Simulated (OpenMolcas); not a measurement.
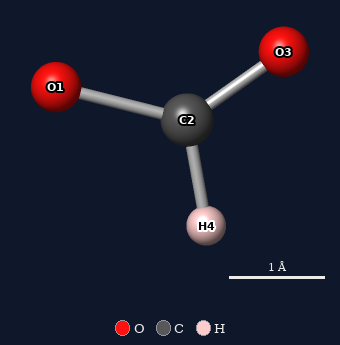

The structure as given in the input (ball-and-stick view, seen on its broad side; atoms are numbered from 1 in the order of the input).

# Run report: CHO2 (charge −1), single-point calculation

System: CHO2 (formate(1-)), charge −1, SMILES O=C[O-].
Method: B3LYP/6-31G*, RKS (OpenMolcas 26.06).

A bond length was changed on purpose from its optimised value.

Log
```
--- Start Module: gateway ---

                                              &GATEWAY

                       available to each process: 1.9 GB of memory, 1 thread

 Basis Set     1 Label: O.6-31GS
 Basis set is read from library:.
 basistype.tbl is not found

 Basis Set     2 Label: C.6-31GS
 Basis set is read from library:.
 basistype.tbl is not found

 Basis Set     3 Label: O.6-31GS
 Basis set is read from library:.
 basistype.tbl is not found

 Basis Set     4 Label: H.6-31GS
 Basis set is read from library:.
 basistype.tbl is not found

++    Symmetry information:
      ---------------------

                    Character Table for C1

                             E
                    a        1  x, y, xy, Rz, z, xz, Ry, yz, Rx, I
--

++    Basis set information:
      ----------------------

      Basis set label: O.6-31GS.........

      Electronic valence basis set:
      ------------------
      Associated Effective Charge   8.000000 au
      Associated Actual Charge      8.000000 au
      Nuclear Model: Point charge

      Shell  nPrim  nBasis  Cartesian Spherical Contaminant
         s      10       3        X
         p       4       2        X
         d       1       1                 X

      Basis set label: C.6-31GS.........

      Electronic valence basis set:
      ------------------
      Associated Effective Charge   6.000000 au
      Associated Actual Charge      6.000000 au
      Nuclear Model: Point charge

      Shell  nPrim  nBasis  Cartesian Spherical Contaminant
         s      10       3        X
         p       4       2        X
         d       1       1                 X

      Basis set label: O.6-31GS.........

      Electronic valence basis set:
      ------------------
      Associated Effective Charge   8.000000 au
      Associated Actual Charge      8.000000 au
      Nuclear Model: Point charge

      Shell  nPrim  nBasis  Cartesian Spherical Contaminant
         s      10       3        X
         p       4       2        X
         d       1       1                 X

      Basis set label: H.6-31GS.........

      Electronic valence basis set:
      ------------------
      Associated Effective Charge   1.000000 au
      Associated Actual Charge      1.000000 au
      Nuclear Model: Point charge

      Shell  nPrim  nBasis  Cartesian Spherical Contaminant
         s       4       2        X
--

++    Molecular structure info:
      -------------------------

                    ************************************************
                    **** Cartesian Coordinates / bohr, angstrom ****
                    ************************************************

     Center  Label                x              y              z                     x              y              z
        1      O1              -2.570249       0.051901       0.906891             -1.360117       0.027465       0.479906
        2      C2              -0.016082      -0.038985       0.014702             -0.008510      -0.020630       0.007780
        3      O3               1.494244      -1.840007      -0.111097              0.790720      -0.973690      -0.058790
        4      H4               0.758857       1.838949      -0.694096              0.401570       0.973130      -0.367300

                    ***************************************
                    *    InterNuclear Distances / bohr    *
                    ***************************************

               1 O1            2 C2            3 O3            4 H4
    1 O1       0.000000
    2 C2       2.707034        0.000000
    3 O3       4.597360        2.353846        0.000000
    4 H4       4.103614        2.151642        3.796762        0.000000

                    *******************************************
                    *    InterNuclear Distances / angstrom    *
                    *******************************************

               1 O1            2 C2            3 O3            4 H4
    1 O1       0.000000
    2 C2       1.432500        0.000000
    3 O3       2.432818        1.245602        0.000000
    4 H4       2.171539        1.138600        2.009160        0.000000

                    **************************************
                    *    Valence Bond Angles / degree    *
                    **************************************
                          Atom centers                 Phi
                      1 O1       2 C2       3 O3       130.44
                      1 O1       2 C2       4 H4       114.78
                      3 O3       2 C2       4 H4       114.78
--

            Nuclear Potential Energy             58.88990497 au

--- Stop Module: gateway /rc=_RC_ALL_IS_WELL_ ---

--- Start Module: seward ---

                                              &SEWARD

                       available to each process: 1.9 GB of memory, 1 thread

               SEWARD will generate:
                  Multipole Moment integrals up to order  2
                  Kinetic Energy integrals
                  Nuclear Attraction integrals (point charge)
                  One-Electron Hamiltonian integrals
                  Velocity integrals
                  Orbital angular momentum around ( -0.3698  -0.6048   0.2712 )
                  Velocity quadrupole around ( -0.3698  -0.6048   0.2712 )
                  Two-Electron Repulsion integrals

                   Integrals are discarded if absolute value <: 1.00E-14
                   Integral cutoff threshold is set to       <: 1.00E-16

            Nuclear Potential Energy             58.88990497 au

      Basis set specifications :
      Symmetry species         a
      Basis functions           44

--- Stop Module: seward /rc=_RC_ALL_IS_WELL_ ---

--- Start Module: scf ---

                                                &SCF

                       available to each process: 1.9 GB of memory, 1 thread

 ###############################################################################
 ###     Minimized-density-differences option turned off!                    ###
 ###############################################################################
++    Input section:
      --------------

      Header of the integral files:

      Cartesian coordinates in angstrom:
      -----------------------------------------------------
      No.  Label        X            Y            Z
      -----------------------------------------------------
       1   O1        -1.36011700   0.02746500   0.47990600
       2   C2        -0.00851000  -0.02063000   0.00778000
       3   O3         0.79072000  -0.97369000  -0.05879000
       4   H4         0.40157000   0.97313000  -0.36730000
      -----------------------------------------------------
      Nuclear repulsion energy =   58.88990497
--

++    Orbital specifications:
      -----------------------

      Symmetry species               1
                                     a
      Frozen orbitals                0
      Aufbau                        12
      Start temperature = 0.500
      End temperature   = 0.010
      Temperature Factor= 0.460
      Deleted orbitals               0
      Total number of orbitals      44
      Number of basis functions     44
--

      Molecular charge                          -1.000

      Numerical integration parameters
      --------------------------------
      Radial quadrature type:                         MHL
      Size of radial grid:                            99
      Lebedev angular grid:                           41
      Angular grid pruned with the crowding factor:  1.00E+10
                                 and fading factor:  1.00E+01
      Screening threshold for integral computation:   1.00E-11
      Radial quadrature accuracy:                     1.00E-25
      Maximum batch size:                             128
      AO values are stored on disk
      The same grid will be used for all iterations.

      DFT functional specifications
      -----------------------------
      Using Libxc version: 6.2.2
      Please cite the following reference:
      S. Lehtola, C. Steigemann, M. J.T. Oliveira, and M. A.L. Marques.,  SoftwareX 7, 1–5 (2018) doi:10.1016/j.softx.2017.11.002

      * B3LYP

++    Optimization specifications:
      ----------------------------

      SCF Algorithm: Conventional
      D(i)-D(i-1) density differences are used
      Number of density matrices in core                 5
      Maximum number of NDDO SCF iterations            400
      Maximum number of HF SCF iterations              400
      Threshold for SCF energy change             1.00E-10
      Threshold for density matrix                1.00E-07
      Threshold for Fock matrix                   1.00E-07
      Threshold for linear dependence             1.00E-09
      Threshold at which DIIS is turned on        1.50E-01
      Maximum depth in the DIIS procedure                5
      Maximum depth in the BFGS Hessian update          30
      Threshold at which QNR/C2DIIS is turned on  7.50E-02
      Threshold for Norm(delta) (QNR/C2DIIS)      1.00E-05
      All orbitals punched on: SCFORB
--

      Input vectors read from INPORB
      Orbital file label: *Guess orbitals

++ Convergence information
                                   B3LYP      iterations: Energy and convergence statistics

Iter     Tot. B3LYP      One-elec.       Two-elec.     Energy      Max Dij or  Max Fij      DNorm      TNorm      AccCon     Time
         Energy          Energy          Energy        Change      Delta Norm                                                in Sec.
   1  -186.167018399  -400.716561881   155.659638515   0.00E+00    1.04E-01*   6.46E-01*    6.99E+00   8.51E+01   None         1.
   2  -187.098450749  -396.180647022   150.192291306  -9.31E-01*   4.56E-01*   2.46E-01*    9.66E+00   8.31E+01   EDIIS        0.
   3  -187.503258415  -401.245570611   154.852407229  -4.05E-01*   2.56E-01*   2.56E-01*    8.03E+00   8.53E+01   EDIIS        0.
   4  -188.267864718  -404.542995025   157.385225340  -7.65E-01*   3.86E-01*   1.88E-01*    6.24E+00   8.46E+01   EDIIS        0.
   5  -188.838625921  -398.402082765   150.673551877  -5.71E-01*   4.62E-01*   1.16E-01*    2.39E+00   8.39E+01   EDIIS        0.
   6  -188.946309084  -402.748517004   154.912302953  -1.08E-01*   3.53E-01*   1.30E-01*    1.55E+00   8.47E+01   EDIIS        0.
   7  -189.043437280  -402.515352368   154.582010122  -9.71E-02*   1.51E-01*   6.36E-02*    9.98E-01   8.46E+01   EDIIS        0.
   8  -189.124582694  -400.694697166   152.680209504  -8.11E-02*   1.54E-01*   4.11E-02*    4.85E-01   8.43E+01   EDIIS        0.
   9  -189.113424747  -402.374920429   154.371590716   1.12E-02*   1.28E-01*   3.62E-02*    5.83E-01   8.45E+01   EDIIS        0.
  10  -189.132483666  -401.738257818   153.715869185  -1.91E-02*   7.29E-02*   2.74E-02*    3.75E-01   8.45E+01   EDIIS        0.
  11  -189.144439229  -401.559763625   153.525419429  -1.20E-02*   6.23E-02*   1.69E-02*    1.78E-01   8.44E+01   EDIIS        0.
  12  -189.144952438  -401.438492528   153.403635124  -5.13E-04*   2.37E-02*   6.36E-03*    1.60E-01   8.44E+01   EDIIS        0.

       Fermi aufbau procedure completed!
      nOcc=   12

  13  -189.146956071  -401.638716581   153.601855544  -2.00E-03*   3.56E-02*   7.76E-03*    5.90E-02   8.44E+01   c2DIIS       0.
  14  -189.146219072  -401.426247708   153.390123669   7.37E-04*   5.65E-02*   1.41E-02*    9.96E-02   8.44E+01   QNRc2DIIS    0.
  15  -189.142283852  -401.759049198   153.726860380   3.94E-03*   3.91E-02*   2.63E-02*    2.14E-01   8.44E+01   QNRc2DIIS    0.
  16  -189.147287176  -401.573344076   153.536151934  -5.00E-03*   5.09E-03*   3.20E-03*    1.50E-01   8.44E+01   QNRc2DIIS    0.
  17  -189.147370839  -401.545860097   153.508584292  -8.37E-05*   2.85E-04*   2.79E-04*    2.05E-02   8.44E+01   QNRc2DIIS    0.
  18  -189.147371241  -401.546363508   153.509087300  -4.02E-07*   1.93E-05*   1.86E-04*    1.34E-03   8.44E+01   QNRc2DIIS    0.
  19  -189.147371260  -401.546251097   153.508974869  -1.93E-08*   4.34E-04*   1.78E-04*    9.07E-05   8.44E+01   QNRc2DIIS    0.
  20  -189.147371483  -401.546055153   153.508778703  -2.23E-07*   1.10E-05*   5.33E-06*    1.93E-03   8.44E+01   QNRc2DIIS    0.
  21  -189.147371484  -401.545840639   153.508564189  -3.67E-10*   7.38E-07    3.43E-07*    5.88E-05   8.44E+01   QNRc2DIIS    0.
  22  -189.147371484  -401.545838628   153.508562178  -1.65E-12    1.57E-07    6.53E-08     4.57E-06   8.44E+01   QNRc2DIIS    0.

       Convergence after  22 Iterations
--

 *****************************************************************************************************************************
 *                                             SCF/KS-DFT Program, Final results                                             *
 *                                                       Final Results                                                       *
 *****************************************************************************************************************************

::    Total KS-DFT energy                            -189.1473714836
      One-electron energy                            -401.5458386280
      Two-electron energy                             153.5085621776
      Nuclear repulsion energy                         58.8899049668
      Kinetic energy (interpolated)                   187.7130998564
      Virial theorem                                    1.0076407647
      Total spin, S(S+1)                                0.0000000000
      Total spin, S                                     0.0000000000
      Max non-diagonal density matrix element           0.0000001171
      Max non-diagonal Fock matrix element              0.0000000032

      All orbitals with orbital energies smaller than  E(LUMO)+0.5 are printed

++    Molecular orbitals:
      -------------------

      Title: RKS-DFT orbitals

      Molecular orbitals for symmetry species 1: a

          Orbital            1         2         3         4         5         6         7         8         9        10
          Energy          -18.8700  -18.8335  -10.0426   -0.7669   -0.6345   -0.3149   -0.1912   -0.1445   -0.1320   -0.0037
          Occ. No.          2.0000    2.0000    2.0000    2.0000    2.0000    2.0000    2.0000    2.0000    2.0000    2.0000

          Orbital           11        12        13        14        15        16
          Energy            0.0079    0.0237    0.2687    0.3480    0.4890    0.5355
          Occ. No.          2.0000    2.0000    0.0000    0.0000    0.0000    0.0000

--

++    Molecular charges:
      ------------------

      Mulliken charges per centre and basis function type
      ---------------------------------------------------

                O1      C2      O3      H4
      1s       3.9172  3.0811  3.8321  1.0602
      2px      1.3309  0.8003  1.6009  0.0000
      2pz      1.5828  0.8434  1.5548  0.0000
      2py      1.8514  0.8686  1.5343  0.0000
      3d2+     0.0052  0.0360  0.0063  0.0000
      3d1+     0.0046  0.0175  0.0029  0.0000
      3d0      0.0020  0.0070  0.0021  0.0000
      3d1-     0.0004  0.0124  0.0048  0.0000
      3d2-     0.0025  0.0316  0.0067  0.0000
      Total    8.6970  5.6978  8.5449  1.0602

      N-E     -0.6970  0.3022 -0.5449 -0.0602

      Total electronic charge=   24.000000

      Total            charge=   -1.000000
--

++    Molecular properties:
      ---------------------

      Charge (e):
                      =   -1.0000
      Dipole Moment (debye):
      Origin of the operator (angstrom)=   -0.1957   -0.3201    0.1435
                   X=  1.2018E+00               Y=  5.8755E-01               Z= -5.6473E-01           Total=  1.4521E+00
      Center of Charge (angstrom)
                     X=   -0.44588220               Y=   -0.44237769               Z=    0.26111253
      Quadrupole Moment (debye*angstrom):
      Origin of the operator (angstrom)=   -0.1957   -0.3201    0.1435
                  XX= -2.5605E+01              XY=  3.1472E+00              XZ=  2.0864E+00              YY= -2.0588E+01
                  YZ= -4.7136E-01              ZZ= -1.8382E+01
      In traceless form (debye*angstrom)
                  XX= -6.1202E+00              XY=  4.7207E+00              XZ=  3.1295E+00              YY=  1.4059E+00
                  YZ= -7.0704E-01              ZZ=  4.7143E+00
--

--- Stop Module: scf /rc=_RC_ALL_IS_WELL_ ---
--- Module scf spent 9 seconds ---

.##################.
.# Happy landing! #.
.##################.

    Timing: Wall=10.44 User=8.36 System=2.01
```

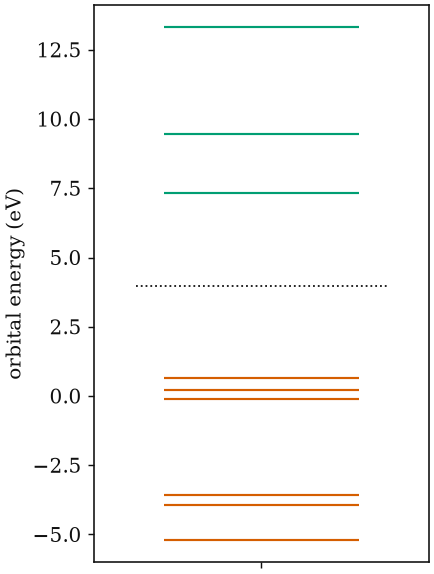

Orbital energies near the frontier; the dotted line parts filled from empty levels, and levels within 0.02 eV of each other stand side by side. Highest filled 0.64 eV, lowest empty 7.31 eV, 6.67 eV apart.

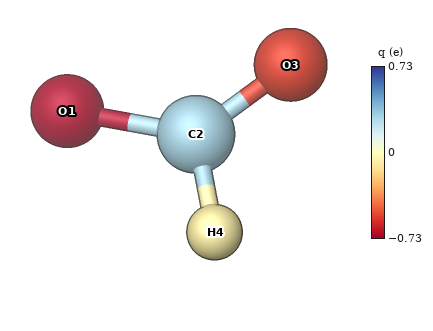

Mulliken charges, as the colour of each atom (ball-and-stick view, seen at a tilt; atoms are numbered from 1 in the order of the input). By element: O −0.70 to −0.54, C +0.30 and H −0.06 e.

This output came from the following input.

Input file
```
* CHO2 Kohn-Sham DFT

&GATEWAY
 BASLIB=$CurrDir
 COORD=coord.xyz
 BASIS=6-31Gs
 GROUP=NoSym

&SEWARD
 GRIDINPUT
 Grid=UltraFine
 End of Grid

&SCF
 CHARGE=-1
 KSDFT=B3LYP
 THRESHOLDS=1e-10 1e-07 1e-07 1e-05
 PRORBITALS=1 1
```

File coord.xyz
```
4

O     -1.360117     0.027465     0.479906
C     -0.008510    -0.020630     0.007780
O      0.790720    -0.973690    -0.058790
H      0.401570     0.973130    -0.367300
```

Launch command:
```bash
export MOLCAS_MEM=1860
pymolcas job.inp > job.log
```

Summary

| quantity | value |
| --- | --- |
| outcome | converged |
| total energy | −189.147371 hartree |
| basis functions | 44 |
| HOMO | 0.64 eV |
| LUMO | 7.31 eV |
| hardware | 1 thread of Arm Neoverse V1, 24 GiB of memory available, shared host |
| wall time | 11 s |
| peak memory | 0.38 GiB |
